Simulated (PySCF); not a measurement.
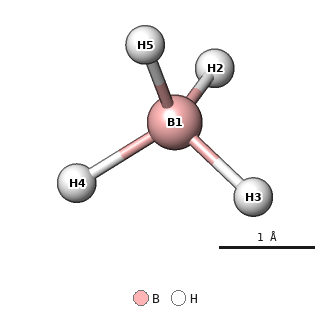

**Figure 1.** The starting structure (ball-and-stick view, seen at a tilt; atoms are numbered from 1 in the order of the input). Bond lengths as drawn: B–H 1.21 to 1.25 Å.

## BH4 (charge −1): geometry relaxation

The run: geometry relaxation of BH4 (B2H6x), charge −1, SMILES [BH4-]. Method and program: PBE0-D3(BJ)/def2-TZVP geometry optimisation, gas phase (PySCF 2.14.0).

### Input file
```
{"job": {"xc": "PBE0", "basis": "def2-TZVP", "d3": "d3bj", "grid": 2, "shake": 0.01, "kind": "geom"}, "charge": -1, "multiplicity": 1}
B      0.022310    -0.025010     0.000590
H     -0.788430    -0.827660    -0.469920
H      0.145300    -0.222070     1.185290
H     -0.422560     1.133240    -0.156470
H      1.076950    -0.092470    -0.597380
```

The first line tells a small driver script what to run in PySCF; the rest is the geometry in Å.

Machine: 1 CPU thread, shared host.

Launch command:
```bash
OMP_NUM_THREADS=1 python <driver script> task.json out
```

### Output
```
step   0  E = -27.21578060  max force = 0.011149
step   1  E = -27.21651075  max force = 0.003085
step   2  E = -27.21656839  max force = 0.000877
step   3  E = -27.21657179  max force = 0.000152
optimisation converged
```

### Trajectory as extended XYZ (Å, eV, eV/Å), 4 frames, from step=0 to step=3
```
5
Properties=species:S:1:pos:R:3:forces:R:3 step=0 energy=-740.57911
B     0.0223   -0.0250    0.0006   -0.5733   0.5107  -0.3855
H    -0.7884   -0.8277   -0.4699   -0.0370  -0.0777  -0.0550
H     0.1453   -0.2221    1.1853    0.1816  -0.1557   0.5555
H    -0.4226    1.1332   -0.1565   -0.0052  -0.1382   0.0118
H     1.0770   -0.0925   -0.5974    0.4339  -0.1390  -0.1269
5
Properties=species:S:1:pos:R:3:forces:R:3 step=1 energy=-740.59898
B    -0.0073    0.0221   -0.0336    0.1504  -0.0713   0.1375
H    -0.7885   -0.8125   -0.5026   -0.0226  -0.0321  -0.0209
H     0.1391   -0.1873    1.1875    0.0071   0.0111  -0.1586
H    -0.4639    1.1543   -0.1968   -0.0581   0.1094  -0.0217
H     1.0910   -0.0619   -0.6113   -0.0768  -0.0171   0.0638
5
Properties=species:S:1:pos:R:3:forces:R:3 step=2 energy=-740.60055
B    -0.0067    0.0226   -0.0326    0.0375  -0.0041   0.0451
H    -0.7878   -0.8145   -0.5025   -0.0086  -0.0033  -0.0089
H     0.1426   -0.1884    1.1811    0.0007   0.0037  -0.0411
H    -0.4667    1.1598   -0.1972   -0.0122   0.0081  -0.0068
H     1.0889   -0.0649   -0.6057   -0.0174  -0.0044   0.0117
5
Properties=species:S:1:pos:R:3:forces:R:3 step=3 energy=-740.60064
B    -0.0062    0.0229   -0.0318    0.0036   0.0034   0.0078
H    -0.7879   -0.8141   -0.5028   -0.0022   0.0010  -0.0026
H     0.1437   -0.1886    1.1794   -0.0002  -0.0001  -0.0014
H    -0.4677    1.1602   -0.1975   -0.0016  -0.0035  -0.0019
H     1.0884   -0.0658   -0.6042    0.0004  -0.0007  -0.0019
```

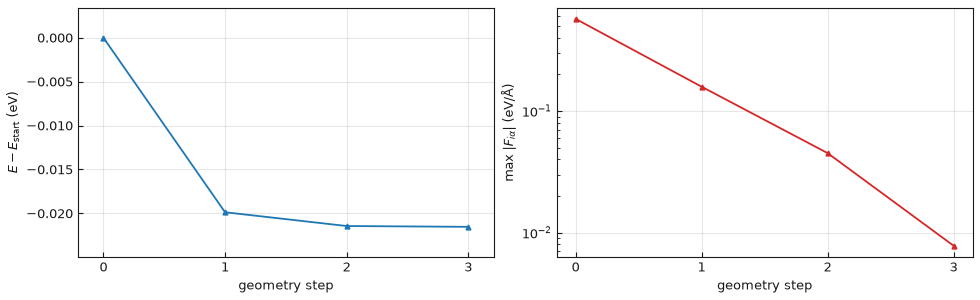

**Figure 2.** Progress of the relaxation, step by step (steps are counted from 0).

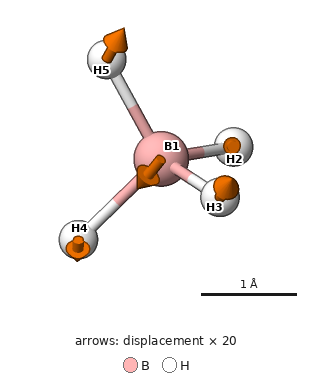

**Figure 3.** The starting structure with the displacements as orange arrows, magnified 20 times (ball-and-stick view, seen at a tilt). The two geometries are laid on each other by the best rigid fit. Over 3 geometry steps the energy falls by 0.022 eV. The largest force component goes from 0.57 to 0.0078 eV/Å. The largest moves after the best rigid fit, 0.026 Å, are those of B1 and H3. Largest moves by element: B 0.026 Å, H 0.025 Å. Among the contacts that change: B1–H3 1.207 → 1.239 Å, B1–H4 1.251 → 1.239 Å, B1–H2 1.234 → 1.238 Å. Among the angles that change: H3–B1–H5 112.7° → 109.4°, H4–B1–H5 107.4° → 109.5°. (Atoms are counted from 1 in the order of the input.)

### Results in brief

- outcome: converged
- total energy: −27.216572 hartree
- point group: Td
- wall time: 2.8 s
- peak memory: 0.3 GiB
